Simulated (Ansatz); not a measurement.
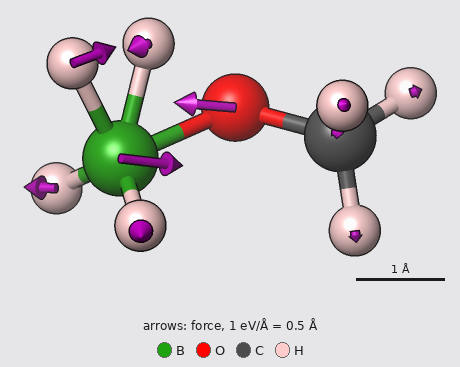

Starting geometry of CH$_{7}$BO with the computed forces as purple arrows. The picture is a ball-and-stick view, seen face on.

The reaction that was planned forms B1–H7, O2–H6 and breaks B1–O2, H6–H7 (atoms numbered from 1 in input order).

Level of theory: RKS PBE0-D4/def2-SVP (Ansatz). Set-up: held fixed: the distance between atoms 1 (B) and 7 (H), the distance between atoms 2 (O) and 6 (H), the distance between atoms 1 (B) and 2 (O), the distance between atoms 6 (H) and 7 (H), counting from 1; force threshold 0.04 eV/Å; at most 150 steps.

Q: Is this structure relaxed? If not, where do the atoms go?

A: It isn't relaxed: the largest force vector, on the B atom, is 1.76 eV/Å. The final displacements follow the starting forces only in part (cosine between the two patterns 0.36). After 3 geometry steps the energy has fallen by 8.72 kJ/mol. The largest force component goes from 0.67 to 0.016 eV/Å. An H atom moves most after the best rigid fit: 0.11 Å. Largest moves by element: H 0.11 Å, B 0.05 Å, O 0.04 Å, C 0.01 Å. Among the contacts that change: B–H 1.354 → 1.400 Å, B–H 1.177 → 1.207 Å, C–H 1.095 → 1.104 Å, C–O 1.398 → 1.405 Å. Among the angles between lasting bonds that change: H–B–H 108.0° → 102.5°, H–B–H 122.8° → 118.4°, H–B–H 105.7° → 101.4°.
